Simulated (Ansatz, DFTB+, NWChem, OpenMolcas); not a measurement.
## C2H7N (dimethylamine): the dipole moment, rung by rung

C2H7N: 10 atoms, total charge 0, spin state singlet. SMILES: `CNC`. The coordinates come from a PBE0-D4/def2-TZVP relaxation.

Quantity: the dipole moment, in D. The values are calculated.

Measured value to compare with: NIST CCCBDB gives the dipole moment of the gas as 1.03 D.

```json
{"level": "DFTB3-D3(BJ)", "kind": "semi-empirical", "program": "DFTB+", "value (D)": "0.54", "computed − measured": "-0.49", "CPU time": "under 2 s"}
{"level": "HF/cc-pVDZ", "kind": "Hartree–Fock", "program": "NWChem", "value (D)": "0.99", "computed − measured": "-0.04", "CPU time": "12 s"}
{"level": "SVWN5/cc-pVDZ", "kind": "LDA", "program": "Ansatz", "value (D)": "0.81", "computed − measured": "-0.22", "CPU time": "2.5 s"}
{"level": "revPBE/cc-pVDZ", "kind": "GGA", "program": "OpenMolcas", "value (D)": "0.78", "computed − measured": "-0.25", "CPU time": "33 s"}
{"level": "r2SCAN/cc-pVDZ", "kind": "meta-GGA", "program": "OpenMolcas", "value (D)": "0.83", "computed − measured": "-0.20", "CPU time": "43 s"}
{"level": "PBE0/cc-pVDZ", "kind": "global hybrid", "program": "OpenMolcas", "value (D)": "0.87", "computed − measured": "-0.16", "CPU time": "31 s"}
{"level": "wB97X/cc-pVDZ", "kind": "range-separated hybrid", "program": "NWChem", "value (D)": "0.89", "computed − measured": "-0.14", "CPU time": "78 s"}
```

Nearest: HF/cc-pVDZ (-0.04 D); farthest: DFTB3-D3(BJ) (-0.49 D). The measured dipole is a vibrational average, so differences of a few hundredths of a debye mean little. Computed less measured by kind, in D (cc-pVDZ rows): semi-empirical -0.49; Hartree–Fock -0.04; LDA -0.22; GGA -0.25; meta-GGA -0.20; global hybrid -0.16; range-separated hybrid -0.14. Magnitudes only: a small dipole may point the other way at some levels. CPU times are rough (shared hosts, several kinds of processor): they show what a rung costs within a factor of a few.

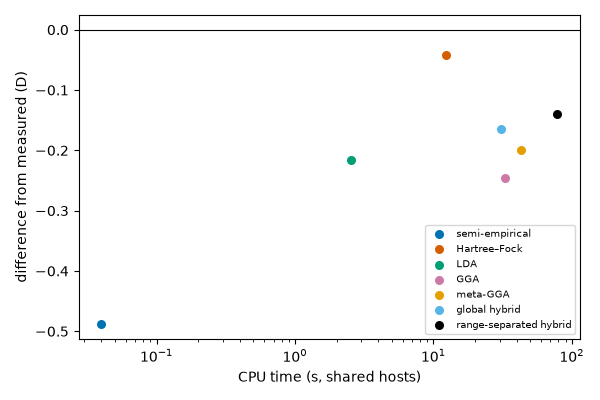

Difference from the measured value against processor time, one point a level.
